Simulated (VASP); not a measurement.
Band structure of BaTiO$_{3}$ (tetragonal perovskite). These are revTPSS meta-GGA, VASP's PBE PAW potentials (set 64) (plane waves; VASP) values and carry that method's errors.

Unless said otherwise, spin-orbit coupling is left out, though it shifts the bands of the heavy elements here.

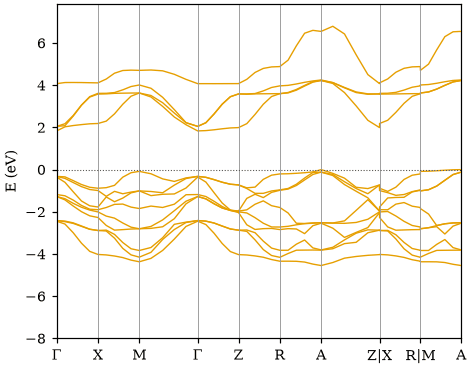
Figure. Bands along high-symmetry lines, zero at the valence-band maximum or, without a gap, the Fermi level

Problem. Read the plot: is there a gap, and where are the band edges?

Solution. The gap is indirect, 1.83 eV, from the valence maximum at A to the conduction minimum at Γ.

The compound is BaTiO3 in the tetragonal perovskite structure. It was relaxed first.
